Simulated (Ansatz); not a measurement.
Run report: CCl₂, single-point calculation

System: CCl₂, multiplicity 3, SMILES Cl[C]Cl.
Method: MP2/def2-TZVPP, UHF (Ansatz 0.2.0).

The geometry is that of the parent species in another charge or spin state. The geometry comes from this level: PBE0-D4/def2-TZVP.

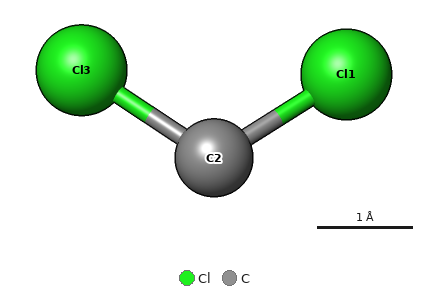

**Figure 1.** The structure as given in the input (ball-and-stick view, seen at an oblique angle; atoms are numbered from 1 in the order of the input).

Input
```yaml
crystal:
  periodic: [false, false, false]
  atoms:
    - {symbol: Cl, position_ang: [1.236700, -0.329300, 0.644300]}
    - {symbol: C, position_ang: [-0.231600, -0.585100, -0.189800]}
    - {symbol: Cl, position_ang: [-1.005100, 0.914500, -0.454500]}
basis:
  gaussian:
    orbitals: def2-TZVPP
correlation:
  method: mp2
  frozen_orbitals: {C: 1, Cl: 5}
magnetization:
  spin_polarized: true
  initial_magnetization: 2
accuracy: high
```

Run on 1 thread of Arm Neoverse V1, 24 GiB of memory available, shared host.

Run as:
```bash
ansatz run input.yaml --threads 1 --pin off --max-ram 2610MiB --events-out events.jsonl --progress --plain --runs-dir runs
```

Log
```
Functional definition: HF
  name "HF"
  exchange = exact_x
  correlation = 0
1736 factors; integrals over basis functions are off by at most 3.1e-9 eV
mean field evaluation 1: about -26033.6778 eV, gradient 1.1e1 eV
mean field evaluation 2: about -26033.6904 eV, gradient 1.1e1 eV
mean field evaluation 4: about -26035.2760 eV, gradient 3.6e0 eV
mean field evaluation 8: about -26035.5409 eV, gradient 1.5e-1 eV
mean field evaluation 16: about -26035.5396 eV, gradient 2.4e-8 eV
mean field -26035.53959943 eV, -956.7884327565 hartree, gradient 2.6e-8 eV, S^2 2.023319; 0 other end points of the search recorded, 0 dependent functions left out
11 core orbitals not correlated: weight in the atoms' cores, before any rotation towards them, 1.000 or more for the frozen orbitals, at most 0.000 for the correlated occupied ones
reference -26035.53959943 eV, -956.7884327565 hartree; 10, 8 occupied and 94, 96 virtual orbitals, 1736 factors
second order -13.06880531 eV of doubles, -0.00000000 eV of singles
Total energy: -26048.60840474 eV, -957.2687024932 hartree
```

Summary

- outcome: converged
- total energy: −957.268702 hartree
- SCF energy: −956.788433 hartree
- MP2 energy: −957.268702 hartree
- correlation energy: −0.480270 hartree
- basis functions: 115
- ⟨S²⟩: 2.023
- SCF solution under orbital rotations: stable
- wall time: 7.8 s
- peak memory: 0.33 GiB
